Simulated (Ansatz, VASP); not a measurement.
# MgB: VASP beside Ansatz, part 2 of 2

One calculation is typed for both programs; each brings its own data sets. How far apart do they land? The cell is invented: As first built, before any earlier steps moved the atoms (in the runner's words): it takes the MgAl structure with some of its atoms replaced by other elements, volume scaled by an estimate. It may not be a known or stable phase. The cell is taken from a series of VASP runs on this material, whose earlier steps may have relaxed, scaled or displaced it; both programs get it as it stands. Valence electrons are named where the data sets of a main pair hold unlike numbers.

VASP 6.6.1 and Ansatz 0.2.0.

So far: Set-up; VASP: band structure, HSE06.

## Step 3: Ansatz: band structure, HSE06

Level of this step: Ansatz beside VASP: Kohn-Sham DFT, plane waves, HSE06 (Ansatz).

Ansatz runs on its default PAW (the set named soft_2) files.

The same cell, functional, mesh and smearing now go to Ansatz, which takes its cutoff from its data sets.

File input.yaml:

```yaml
crystal:
  lattice:
    - [2.8941936783, 0.0, 0.0]
    - [0.0, 2.8941936783, 0.0]
    - [0.0, 0.0, 2.8941936783]
  atoms:
    - { symbol: Mg, position: [0.5, 0.5, 0.5] }
    - { symbol: B, position: [0.0, 0.0, 0.0] }
hamiltonian:
  xc: { exchange: pbe, correlation: pbe, exx: { coeff: 0.25, omega: 0.2 } }
  pseudopotentials: { kind: paw }
kpoints:
  mp_grid: { grid: [5, 5, 5] }
  band_path:
    path:
      - [0.0, 0.0, 0.0]
      - [0.0, 0.27778, 0.0]
      - [0.0, 0.5, 0.0]
      - [0.33333, 0.5, 0.0]
      - [0.44444, 0.44444, 0.0]
      - [0.16667, 0.16667, 0.0]
      - [0.11111, 0.11111, 0.11111]
      - [0.38889, 0.38889, 0.38889]
      - [0.38889, 0.5, 0.38889]
      - [0.05556, 0.5, 0.05556]
      - [0.5, 0.5, 0.16667]
      - [0.5, 0.5, 0.5]
    npoints: 1
scf:
  occupations: { method: gaussian, width: 0.02 }
  n_extra_bands: 7
output:
  forces: true
  stress: true
  eigenvalues: true
```

Run with:

```bash
> ansatz run input.yaml --threads 4 --pin off --max-ram 9216MiB --backend cpu --events-out ev --progress --plain --runs-dir out
```

Numbers of over 12 decimals in the logs are rounded to 6 here.

The log of the run:

```text
Warning: output.stress: scf.convergence.dr2_threshold = 1e-7 eV (the SCF's general default) is looser than the 2e-10 eV advised for a printed stress (1e-10 eV for each atom of the cell: 2). What an SCF threshold leaves in a stress goes as its square root, and in the free energy as the threshold itself, and one threshold admits the most on a small cell: [figures from the program's tests cut] Set scf.convergence.dr2_threshold to 2e-10 eV or tighter. The threshold is an SCF's pass mark: one that does not reach it within its budget of iterations ends unconverged, or closes short of it on a stop that the run arms, and scf.convergence.dr2_threshold's page says what that costs each kind of run
Warning: output.stress: scf.exx.energy_threshold = 1e-6 eV is looser than the 2e-8 eV advised for a stress under a hybrid functional (1e-8 eV for each atom of the cell: 2). Every SCF of the exchange loop can meet its threshold on dr2 while the loop round them stops early: no threshold on dr2 bounds what that leaves in the stress. Set scf.exx.energy_threshold to 2e-8 eV or tighter. The threshold is the loop's pass mark: a loop that does not reach it within its budget of cycles ends unconverged, and scf.exx.energy_threshold's page has the law
scf.n_extra_bands = 7 over 7 filled bands (N_el = 13.0): the run solves 14 bands
Engine: ansatz 0.2.0, x86_64-unknown-linux-gnu
Pseudopotentials: kind: paw
Pseudopotential: Mg, paw, valence charge 10, recommended cutoff 420 eV (normal), Mg.paw.azcp
Pseudopotential: B, paw, valence charge 3, recommended cutoff 420 eV (normal), B.paw.azcp
Functional definition: unnamed
  parameter a_1 = 0.25
  parameter omega_1 = 0.2/angstrom
  exchange = pbe_x + (-a_1)*pbe_x_sr(omega_1) + a_1*exact_x_sr(omega_1)
  correlation = pbe_c
Crystal: 2 atoms, lattice volume = 24.243 Å³
Basis set: ecut = 420 eV, 461 PW (Γ), exchange–correlation on 40×40×40 points (8 copies of the dense FFT grid, shifted against one another)
Bands: 14, of which v1, the nominal top of the filled ones, is band 7 counted from 1 (6 counted from 0)
Symmetry: 48 space group operations
Space group: Pm-3m (ITA 221), of the structure as read, at distance tolerance 2.9e-5 Å
k-points: 10 of 125
Non-local potential: Mg, projectors of the file, l = 0: 3, l = 1: 2, l = 2: 1
Non-local potential: B, projectors of the file, l = 0: 2, l = 1: 2, l = 2: 1
PAW form: soft (Blöchl's): semilocal exchange-correlation on the pseudo side does not see the compensation charge
PAW frozen core: Mg, regenerated for the run's functional, and the local potential with it (the file was generated under x = pbe(κ = 0.804, μ = 0.219515), c = pbe(β = 0.066725))
PAW frozen core: B, regenerated for the run's functional, and the local potential with it (the file was generated under x = pbe(κ = 0.804, μ = 0.219515), c = pbe(β = 0.066725))
PAW one-centre angular grid: Mg, 110 points (default); XC on 96 Gauss nodes
PAW one-centre angular grid: B, 110 points (default); XC on 64 Gauss nodes
Initial density: superposition of atomic densities (neutral atoms: chi_scale 0, normalization atom), corrected by the library's trained network
Initial wavefunctions: pseudopotential atomic-orbital guess
Functional: x = pbe(κ = 0.804, μ = 0.219515), c = pbe(β = 0.066725), warm-up for x = pbe(κ = 0.804, μ = 0.219515) + 0.25 (exact − pbe) at short range (hse, ω = 0.2 Å⁻¹), c = pbe(β = 0.066725)
SCF iter   1: F=—  HF=-2078.022007 eV  |F-HF|=—  |Δ(HF+E_count)|=         —  Δρ=1.71e-3  dr2=1.06e-3  ethr=1.77e-3  ⟨swp⟩=6.5  Hψ=635  notcnv=0
preconditioner: auto → none  [insulator: Δε(μ)=0.150 eV  Ē_g=14.549 eV  σ=0.020 eV  W_gap=0.71  n_scr=6 (ndim 8)  ℏωp=16.9 eV  f_vac=0.000  D(μ)=4.66/eV (n_scr^D=80)]
iter 2 solved again at ethr=1.98e-7 eV; its pass at ethr=8.19e-6 eV (dr2=2.57e-5 eV) is discarded
SCF iter   2: F=—  HF=-2078.021674 eV  |F-HF|=—  |Δ(HF+E_count)|=   3.33e-4  Δρ=3.46e-4  dr2=2.56e-5  ethr=1.98e-7  ⟨swp⟩=3.2  Hψ=549  notcnv=0
SCF iter   3: F=—  HF=-2078.021699 eV  |F-HF|=—  |Δ(HF+E_count)|=   2.50e-5  Δρ=1.27e-4  dr2=1.18e-6  ethr=1.97e-7  ⟨swp⟩=2.4  Hψ=211  notcnv=0
SCF iter   4: F=—  HF=-2078.021705 eV  |F-HF|=—  |Δ(HF+E_count)|=   6.32e-6  Δρ=7.09e-6  dr2=4.61e-9  ethr=9.10e-9  ⟨swp⟩=3.0  Hψ=241  notcnv=0
SCF iter   5: F=—  HF=-2078.021705 eV  |F-HF|=—  |Δ(HF+E_count)|=   8.17e-9  Δρ=3.44e-6  dr2=1.15e-9  ethr=3.54e-11  ⟨swp⟩=4.0  Hψ=296  notcnv=0
SCF iter   6: F=-2078.021705 eV  HF=-2078.021705 eV  |F-HF|=3.56e-10  |Δ(HF+E_count)|=  3.00e-10  Δρ=1.70e-6  dr2=2.69e-10  ethr=8.88e-12  ⟨swp⟩=2.0  Hψ=205  notcnv=0
SCF 1 converged in 6 iterations: F = -2078.021705 eV  dr2 = 2.69e-10
  greatest PAW one-centre occupation: 1.000 electrons in one spin orbital (limit 2), on the Mg atom at site 0 (counted from 0), in its partial waves of l = 0
Initial density: handed on by an earlier stage of this run
Initial wavefunctions: those handed on with the density
Functional: x = pbe(κ = 0.804, μ = 0.219515) + 0.25 (exact − pbe) at short range (hse, ω = 0.2 Å⁻¹), c = pbe(β = 0.066725)
Exchange kernel: α = 0.2500, screened, ω = 0.2000 Å⁻¹, Wigner–Seitz truncation, v(0) = 1097.6785 eV·Å³, q-mesh 5×5×5, nearest image of the exchange supercell L = 14.47 Å, pair-density grid 15×15×15, without the augmentation charges, whose exchange is taken in its separable form by FFT convolution over the k-point mesh (sized by the pseudopotential files, 20×20×20 at the most), smooth part of the exact exchange by density-matrix convolution
Frozen-core exchange: fock
iter 1 solved again at ethr=5.86e-5 eV; its pass at ethr=1.00e-1 eV (dr2=7.61e-3 eV) is discarded
SCF iter   1: F=—  HF=-2078.208585 eV  |F-HF|=—  |Δ(HF+E_count)|=         —  Δρ=6.23e-3  dr2=8.06e-3  ethr=5.86e-5  ⟨swp⟩=3.8  Hψ=640  notcnv=0
preconditioner: auto → none  [insulator: Δε(μ)=0.267 eV  Ē_g=16.142 eV  σ=0.020 eV  W_gap=0.71  n_scr=6 (ndim 8)  ℏωp=16.9 eV  f_vac=0.000  D(μ)=4.66/eV (n_scr^D=80)]
SCF iter   2: F=—  HF=-2078.203877 eV  |F-HF|=—  |Δ(HF+E_count)|=   4.71e-3  Δρ=1.52e-3  dr2=4.35e-4  ethr=5.86e-5  ⟨swp⟩=3.0  Hψ=328  notcnv=0
SCF iter   3: F=—  HF=-2078.203703 eV  |F-HF|=—  |Δ(HF+E_count)|=   1.74e-4  Δρ=3.49e-4  dr2=1.26e-4  ethr=2.47e-6  ⟨swp⟩=2.4  Hψ=232  notcnv=0
SCF iter   4: F=—  HF=-2078.203697 eV  |F-HF|=—  |Δ(HF+E_count)|=   6.86e-6  Δρ=1.71e-5  dr2=1.03e-4  ethr=1.73e-7  ⟨swp⟩=3.0  Hψ=232  notcnv=0
SCF iter   5: F=—  HF=-2078.205185 eV  |F-HF|=—  |Δ(HF+E_count)|=   1.49e-3  Δρ=4.46e-4  dr2=3.88e-5  ethr=2.97e-10  ⟨swp⟩=5.0  Hψ=556  notcnv=0
SCF iter   6: F=-2078.205163 eV  HF=-2078.205162 eV  |F-HF|=4.07e-7  |Δ(HF+E_count)|=   2.31e-5  Δρ=1.74e-5  dr2=6.65e-7  ethr=2.97e-10  ⟨swp⟩=4.4  Hψ=449  notcnv=0
SCF 2 stopped early in 6 iterations: F = -2078.205163 eV  dr2 = 6.65e-7
hybrid outer 1: dexx = +1.513e-3 eV, tail = 1.86e-5 eV
Exchange kernel: α = 0.2500, screened, ω = 0.2000 Å⁻¹, Wigner–Seitz truncation, v(0) = 1097.6785 eV·Å³, q-mesh 5×5×5, nearest image of the exchange supercell L = 14.47 Å, pair-density grid 15×15×15, without the augmentation charges, whose exchange is taken in its separable form by FFT convolution over the k-point mesh (sized by the pseudopotential files, 20×20×20 at the most), smooth part of the exact exchange by density-matrix convolution
Frozen-core exchange: fock
SCF iter   1: F=—  HF=-2078.205105 eV  |F-HF|=—  |Δ(HF+E_count)|=         —  Δρ=5.17e-5  dr2=1.22e-6  ethr=7.14e-7  ⟨swp⟩=2.2  Hψ=282  notcnv=0
preconditioner: auto → none  [insulator: Δε(μ)=0.267 eV  Ē_g=16.160 eV  σ=0.020 eV  W_gap=0.71  n_scr=6 (ndim 8)  ℏωp=16.9 eV  f_vac=0.000  D(μ)=4.66/eV (n_scr^D=80)]
SCF iter   2: F=—  HF=-2078.205105 eV  |F-HF|=—  |Δ(HF+E_count)|=   2.41e-7  Δρ=9.82e-6  dr2=6.59e-7  ethr=4.75e-9  ⟨swp⟩=3.0  Hψ=236  notcnv=0
SCF iter   3: F=—  HF=-2078.205116 eV  |F-HF|=—  |Δ(HF+E_count)|=   1.15e-5  Δρ=1.98e-5  dr2=1.10e-7  ethr=7.13e-11  ⟨swp⟩=4.0  Hψ=381  notcnv=0
SCF iter   4: F=-2078.205116 eV  HF=-2078.205116 eV  |F-HF|=1.82e-11  |Δ(HF+E_count)|=   5.00e-8  Δρ=2.00e-6  dr2=5.73e-9  ethr=7.13e-11  ⟨swp⟩=3.0  Hψ=270  notcnv=0
SCF 3 converged in 4 iterations: F = -2078.205116 eV  dr2 = 5.73e-9
  Residual-converged pass: ⟨swp⟩=2.6  Hψ=195  notcnv=0  max |occ|·‖R‖ = 2.4e-6 eV (tolerance 2.4e-6 eV)  dr2=5.73e-9  dr2_onsite=1.66e-10  max |Δocc| = 0.0e0
hybrid outer 2: dexx = +8.858e-8 eV, tail = 1.72e-8 eV, Δε = 1.40e-3 eV (about 9.51e-5 eV left of the loop's levels)
NSCF: frozen V_eff on 12 k-points
hybrid SCF converged: 2 outer / 10 inner (+6 warm-up), last move |dexx| = 8.86e-8 eV, tail = 1.72e-8 eV
Stability not checked: this state was not tested for a lower state beside it, because the functional holds exact exchange (a hybrid, or Hartree-Fock), whose exchange loop this test does not read (fock_operator; see scf.lower_state_search)
Free energy (F): -2078.205116 eV
Frozen-core exchange: fock
Harris-Foulkes:  -2078.205116 eV  (|F-HF|=1.82e-11)
Internal energy: -2078.204184 eV  (E = F + TS)
E sigma→0 (E₀):  -2078.204650 eV
Entropy (-TS):   -0.000932 eV (-0.466 meV/atom)
Fermi energy:    8.471220 eV
--- Per-component energies (eV) ---
  E_band       = -350.416431
  E_kinetic    = 118.042643
  E_local      = -1534.011583  (includes V_loc(G=0)·N_el)
  E_nonlocal   = 107.491506
  E_hartree    = 549.022652
  E_xc         = -49.169347
  E_vxc        = -60.044904  (∫ρ·V_xc dr)
  E_exx        = -56.004892  (= α·E_x^exact, valence–valence)
  E_paw        = -324.477304  (= ΣΔE_a)
  E_vpaw       = 32.069785  (= ΣTr[D̂ρ^β])
  E_aug_tail   = -0.000003  (compensation charges beyond the density's cutoff)
  E_ewald      = -889.050401
  E_core_change = -0.047453  (= ΣΔE_core)
  E_smearing   = -0.000932  (= −TS)
  E_closure    = 0.000000  (closes the sum)
  Σ components = -2078.205116   (vs F -2078.205116, Δ=0.00e0)
--- Forces (eV/Å), atoms counted from 1 ---
  atom   1  Mg     0.00000000    -0.00000000    -0.00000000
  atom   2  B     -0.00000000    -0.00000000     0.00000000
  max |Σ_I F_I| component: 1.34e-29 eV/Å
--- Stress (GPa, compression-positive) ---
       -0.654180      -0.000000       0.000000
       -0.000000      -0.654180       0.000000
        0.000000       0.000000      -0.654180
  P = ⅓ Tr σ = -0.6542 GPa (-6.542 kbar)
--- Band table (eV; the first three rows and the last of 10) ---
  k-point 0: bands = [... 3 lower, -37.1236, -4.0349, 11.3721, 11.3721, 11.3721, 15.9045, 15.9045, 18.2804, ... 3 higher]
  k-point 1: bands = [... 3 lower, -37.1219, -3.3331, 7.4189, 11.7925, 11.7925, 16.6719, 18.0374, 20.4902, ... 3 higher]
  k-point 2: bands = [... 3 lower, -37.1193, -1.3750, 2.8879, 12.6273, 12.6273, 18.9046, 19.4669, 21.6125, ... 3 higher]
  k-point 9: bands = [... 3 lower, -37.1588, 3.4983, 6.7867, 6.7867, 8.1307, 13.8261, 13.8261, 13.9240, ... 3 higher]
```

It took 8.6 s on 4 threads of AMD EPYC 9R45, shared host; peak memory 0.59 GiB.

In the SCF lines HF is the Harris–Foulkes energy and dr2 the Hartree energy of the density residual, in eV; the loop may stop once dr2 is under the threshold and the program's other checks hold. Hψ counts applications of the Hamiltonian.

## Step 4: Side by side

Known differences besides the potentials themselves: exact exchange at q = 0 is treated differently, which shows on coarse meshes; VASP keeps PBE cores, Ansatz makes them for the functional; the data sets hold 13 valence electrons in Ansatz (on its default PAW (the set named soft_2) files) and 5 in VASP; VASP takes a coarser grid for exact exchange (PRECFOCK = Fast). Total energies have different zeros and are not compared.

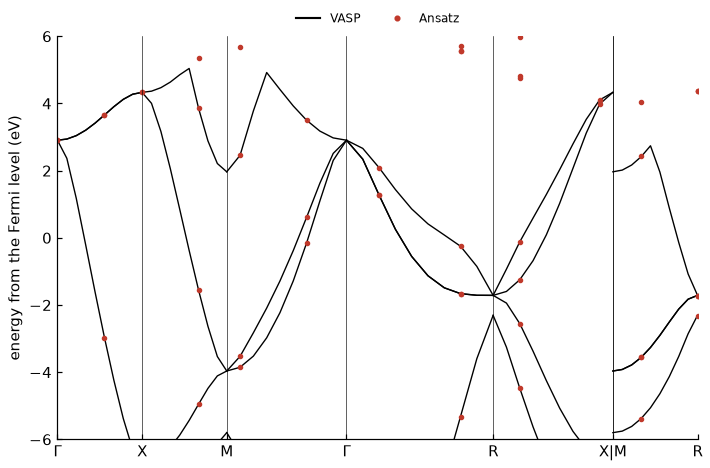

Bands from VASP (lines) and levels from Ansatz (dots). Dots without a line are higher empty bands that the VASP plot leaves out.

Levels from 3 eV below to 2 eV above the Fermi level differ by 5 meV r.m.s. and 9 meV at most; each VASP level is matched to the nearest of Ansatz, which flatters the figure a little.

## Step 5: Summary of results

```
r.m.s. difference of levels near the Fermi level (band structure, HSE06) : 5.2 meV
```

**Reading.** The r.m.s. difference of levels near the Fermi level is 5.2 meV (band structure, HSE06), within the 80 meV picked in this series as the mark of a large difference. The data sets hold unlike numbers of valence electrons (13 in Ansatz and 5 in VASP), so part of the differences comes from the potentials. Such differences can come from data sets, numerical settings and the points named under the comparisons, not from the functional's error against experiment.

[Lines on the potential files, build, host, timing and source positions are cut from VASP's logs without a mark.]

[Logs are printed without paths, hosts, clocks, repeated set-up lines and the standing remarks that a program may print on its own settings, such as how far it seeks lower states.]

[Hosts, paths, dates, database ids (printed as entryN), source tags and the programs' standing remarks are cut or masked in the printed files.]
